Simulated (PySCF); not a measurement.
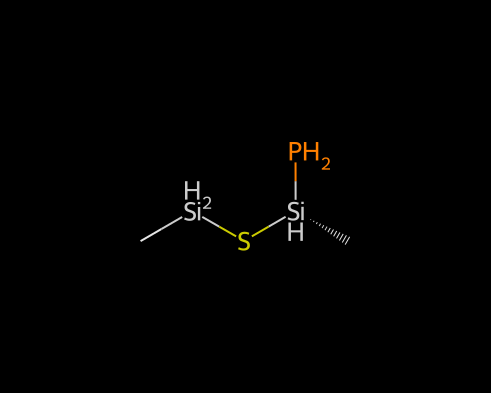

Computed geometry: GFN2-xTB optimisation. No frequency run is at hand to confirm it as a minimum. Level of theory: ωB97X-D/def2-SVPD, gas phase (PySCF 2.14.0). Excitations: vertical, linear response.

### Give the LUMO energy (Kohn–Sham orbital) at this level.

1.69 eV.

### Estimate the HOMO energy (Kohn–Sham orbital).

−8.86 eV.

### Give the mean static polarisability at this level.

127.5 bohr³.

### What is the dipole moment?

1.83 D.

The geometry is semi-empirical. Around P, Si such bond lengths and angles can be off by a tenth of an ångström or more and by several degrees, and values that hang on the shape move with them.
